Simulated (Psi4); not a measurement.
# MP2/cc-pVDZ-DK (sfX2C, density fitting, density fitting for correlation, sweep point 1) run of BrF (SMILES FBr)

Aim: the vertical singlet–triplet gap of BrF at MP2/cc-pVDZ-DK (sfX2C, density fitting, density fitting for correlation, sweep point 1), from 2 runs. Input form: a Python script.

The calculation is run with Psi4 1.11.

**1. The molecule**

BrF has 2 atoms, charge 0, and is taken as a singlet. As SMILES, `FBr`. Geometry: relaxed at GFN2-xTB.

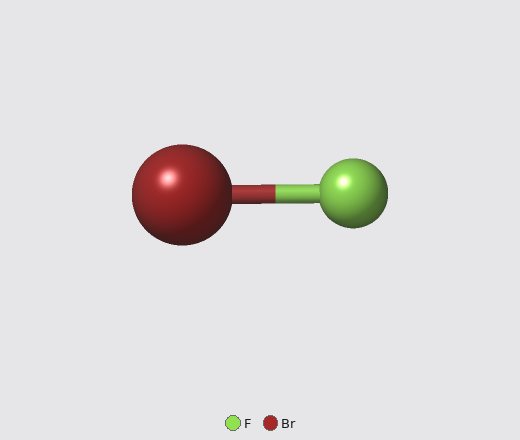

The structure, seen from a chosen angle (fluorine green, bromine red).

**2. The energy at MP2/cc-pVDZ-DK (sfX2C, density fitting, density fitting for correlation, sweep point 1)**

Input file run.py:

```python
import psi4

psi4.set_memory(1600000000)
psi4.set_num_threads(1)
psi4.set_output_file('run.log', False)

mol = psi4.geometry("""
F      0.000000     0.000000     0.000000
Br     0.000000     0.000000     1.799940
units angstrom
symmetry c1
""")

psi4.set_options({
    'basis': 'cc-pVDZ-DK',
    'reference': 'rhf',
    'puream': True,
    'scf_type': 'df',
    'num_frozen_docc': 10,
    'relativistic': 'x2c',
})

energy_value, wavefunction = psi4.energy("mp2", return_wfn=True)
print('E =', round(energy_value, 9))
for k, v in sorted(psi4.core.scalar_variables().items()):
    print(f'{k:45s} {v:18.10f}')
```

On the command line:

```console
python run.py
```

run.log:

```text
[...]
  Running in c1 symmetry.
[...]
  Nuclear repulsion =   92.609098837211249
[...]
  Multiplicity = 1
[...]
  Nalpha       = 22
  Nbeta        = 22
[...]
    Number of basis functions: 41
[...]
    WARNING: The X2C and Dirac Hamiltonians have substatially different eigenvalues!
             This is probably caused by the recontraction of the basis set.
[...]
   @DF-RHF iter   1: -2703.72104303600327   -2.05236e+00   1.08935e-02 ADIIS/DIIS
[...]
   @DF-RHF iter  10: -2703.78050082562186   -1.72804e-11   7.08221e-09 DIIS
[...]
    Orbital Energies [Eh]
    ---------------------
    Doubly Occupied:
       1A   -498.241263     2A    -67.147715     3A    -59.052912
       4A    -59.049896     5A    -59.049896     6A    -26.351564
       7A    -10.245585     8A     -7.609021     9A     -7.592957
      10A     -7.592957    11A     -3.213883    12A     -3.206259
      13A     -3.206259    14A     -3.186519    15A     -3.186519
      16A     -1.589369    17A     -1.058049    18A     -0.676806
      19A     -0.676806    20A     -0.640689    21A     -0.453760
      22A     -0.453760
[...]
  @DF-RHF Final Energy: -2703.78050082562186
   => Energetics <=
    Nuclear Repulsion Energy =             92.6090988372112491
    One-Electron Energy =               -3945.8143183025540566
    Two-Electron Energy =                1149.4247186397205951
    Total Energy =                      -2703.7805008256223118
[...]
 Multipole Moments:
 ------------------------------------------------------------------------------------
     Multipole            Electronic (a.u.)      Nuclear  (a.u.)        Total (a.u.)
 ------------------------------------------------------------------------------------
 L = 1.  Multiply by 2.5417464519 to convert [e a0] to [Debye]
 Dipole X            :         -0.0000000            0.0000000           -0.0000000
 Dipole Y            :         -0.0000000            0.0000000           -0.0000000
 Dipole Z            :          2.4279530           -1.5743408            0.8536123
 Magnitude           :                                                    0.8536123
[...]
```

On the terminal:

```text
E = -2704.102895187
CURRENT CORRELATION ENERGY                         -0.3223943611
CURRENT ENERGY                                  -2704.1028951867
CURRENT REFERENCE ENERGY                        -2703.7805008256
CUSTOM SCS-MP2 CORRELATION ENERGY                  -0.3111260710
CUSTOM SCS-MP2 TOTAL ENERGY                     -2704.0916268967
DD SOLVATION ENERGY                                 0.0000000000
HF KINETIC ENERGY                                2774.9865128087
HF POTENTIAL ENERGY                             -5478.7670136343
HF TOTAL ENERGY                                 -2703.7805008256
HF VIRIAL RATIO                                     1.9743400511
MP2 CORRELATION ENERGY                             -0.3223943611
MP2 DOUBLES ENERGY                                 -0.3223943611
MP2 OPPOSITE-SPIN CORRELATION ENERGY               -0.2349937892
MP2 SAME-SPIN CORRELATION ENERGY                   -0.0874005718
MP2 SINGLES ENERGY                                 -0.0000000000
MP2 TOTAL ENERGY                                -2704.1028951867
NUCLEAR REPULSION ENERGY                           92.6090988372
ONE-ELECTRON ENERGY                             -3945.8143183026
PCM POLARIZATION ENERGY                             0.0000000000
PE ENERGY                                           0.0000000000
SCF ITERATION ENERGY                            -2703.7805008256
SCF ITERATIONS                                     10.0000000000
SCF TOTAL ENERGY                                -2703.7805008256
SCS-MP2 CORRELATION ENERGY                         -0.3111260710
SCS-MP2 TOTAL ENERGY                            -2704.0916268967
TWO-ELECTRON ENERGY                              1149.4247186397
```

Run time: 2.8 s. Hardware: 1 thread of Intel Xeon Platinum 8375C at 2.90GHz (Ice Lake), shared host; peak memory 0.28 GiB.

**3. The triplet**

Input file calc.py:

```python
import psi4

psi4.set_memory('1600 MB')
psi4.set_num_threads(1)
psi4.set_output_file('run.log', False)

m = psi4.geometry("""
0 3
F      0.000000     0.000000     0.000000
Br     0.000000     0.000000     1.799940
symmetry c1
""")

psi4.set_options({
    'reference': 'uhf',
    'puream': True,
    'scf_type': 'df',
    'num_frozen_docc': 10,
    'maxiter': 150,
    'relativistic': 'x2c',
})

energy_value, wavefunction = psi4.energy('mp2/cc-pVDZ-DK', return_wfn=True)
print(f'total energy {energy_value:.8f} hartree = {energy_value * 27.211386:.5f} eV')
for k, v in sorted(psi4.core.scalar_variables().items()):
    print(f'{k:45s} {v:18.10f}')
```

On the command line:

```console
python calc.py
```

run.log:

```text
[...]
  Running in c1 symmetry.
[...]
  Nuclear repulsion =   92.609098837211249
[...]
  Multiplicity = 3
[...]
  Nalpha       = 23
  Nbeta        = 21
[...]
    Number of basis functions: 41
[...]
    WARNING: The X2C and Dirac Hamiltonians have substatially different eigenvalues!
             This is probably caused by the recontraction of the basis set.
[...]
   @DF-UHF iter   1: -2703.63347408488107   -1.96479e+00   1.09828e-02 DIIS/ADIIS
[...]
   @DF-UHF iter  15: -2703.70218093593166   -1.36424e-12   2.19787e-09 DIIS
[...]
   @S^2 Observed:                2.016467431E+00
[...]
    Orbital Energies [Eh]
    ---------------------
    Alpha Occupied:
       1A   -498.242221     2A    -67.148806     3A    -59.056911
       4A    -59.053830     5A    -59.049457     6A    -26.301847
       7A    -10.254222     8A     -7.620310     9A     -7.609129
      10A     -7.595906    11A     -3.217237    12A     -3.214899
      13A     -3.205285    14A     -3.197322    15A     -3.196461
      16A     -1.602271    17A     -1.132814    18A     -0.747619
      19A     -0.669415    20A     -0.650607    21A     -0.530139
      22A     -0.473322    23A     -0.375485
    Alpha Virtual:
      24A      0.560451    25A      0.622329    26A      0.629119
[...]
  @DF-UHF Final Energy: -2703.70218093593166
   => Energetics <=
    Nuclear Repulsion Energy =             92.6090988372112491
    One-Electron Energy =               -3946.0848510082396388
    Two-Electron Energy =                1149.7735712350965969
    Total Energy =                      -2703.7021809359321196
  UHF NO Occupations:
  HONO-2 :   21  A 1.9951952
  HONO-1 :   22  A 1.0000000
[...]
 Multipole Moments:
 ------------------------------------------------------------------------------------
     Multipole            Electronic (a.u.)      Nuclear  (a.u.)        Total (a.u.)
 ------------------------------------------------------------------------------------
 L = 1.  Multiply by 2.5417464519 to convert [e a0] to [Debye]
 Dipole X            :          0.0000000            0.0000000            0.0000000
 Dipole Y            :         -0.0000000            0.0000000           -0.0000000
 Dipole Z            :          2.4686625           -1.5743408            0.8943217
 Magnitude           :                                                    0.8943217
[...]
```

Standard output:

```text
total energy -2704.00032282 hartree = -73579.59653 eV
CURRENT CORRELATION ENERGY                         -0.2981418865
CURRENT ENERGY                                  -2704.0003228225
CURRENT REFERENCE ENERGY                        -2703.7021809359
CUSTOM SCS-MP2 CORRELATION ENERGY                  -0.2821067739
CUSTOM SCS-MP2 TOTAL ENERGY                     -2703.9842877099
DD SOLVATION ENERGY                                 0.0000000000
HF KINETIC ENERGY                                2775.5025897692
HF POTENTIAL ENERGY                             -5479.2047707051
HF TOTAL ENERGY                                 -2703.7021809359
HF VIRIAL RATIO                                     1.9741306641
MP2 CORRELATION ENERGY                             -0.2981418865
MP2 DOUBLES ENERGY                                 -0.2981418865
MP2 OPPOSITE-SPIN CORRELATION ENERGY               -0.2108378597
MP2 SAME-SPIN CORRELATION ENERGY                   -0.0873040268
MP2 SINGLES ENERGY                                 -0.0000000000
MP2 TOTAL ENERGY                                -2704.0003228225
NUCLEAR REPULSION ENERGY                           92.6090988372
ONE-ELECTRON ENERGY                             -3946.0848510082
PCM POLARIZATION ENERGY                             0.0000000000
PE ENERGY                                           0.0000000000
SCF ITERATION ENERGY                            -2703.7021809359
SCF ITERATIONS                                     15.0000000000
SCF TOTAL ENERGY                                -2703.7021809359
SCS-MP2 CORRELATION ENERGY                         -0.2821067739
SCS-MP2 TOTAL ENERGY                            -2703.9842877099
TWO-ELECTRON ENERGY                              1149.7735712351
```

Run time: 2.8 s. Hardware: 1 thread of Intel Xeon Platinum 8375C at 2.90GHz (Ice Lake), shared host; peak memory 0.28 GiB.

**4. Summary of results**

Level: MP2/cc-pVDZ-DK (sfX2C, density fitting, density fitting for correlation, sweep point 1), 10 core orbitals frozen.

| quantity | value |
| --- | --- |
| singlet: total energy | -2704.10290 Eh |
| singlet: HOMO energy (Hartree–Fock orbitals) | -12.35 eV |
| singlet: LUMO energy (Hartree–Fock orbitals) | 0.80 eV |
| singlet: HOMO–LUMO gap (Hartree–Fock orbitals) | 13.15 eV |
| singlet: correlation energy (10 core orbitals frozen) | -322.4 mEh |
| triplet: total energy | -2704.00032 Eh |
| triplet: HOMO energy (Hartree–Fock orbitals) (highest over α and β) | -10.22 eV |
| triplet: LUMO energy (Hartree–Fock orbitals) (lowest over α and β) | -1.43 eV |
| triplet: correlation energy (10 core orbitals frozen) | -298.1 mEh |
| triplet: ⟨S²⟩ of the reference determinant | 2.016 |
| vertical energy of the triplet above the singlet | 2.791 eV |

At this shape the triplet lies 2.79 eV (269 kJ/mol) above the singlet.
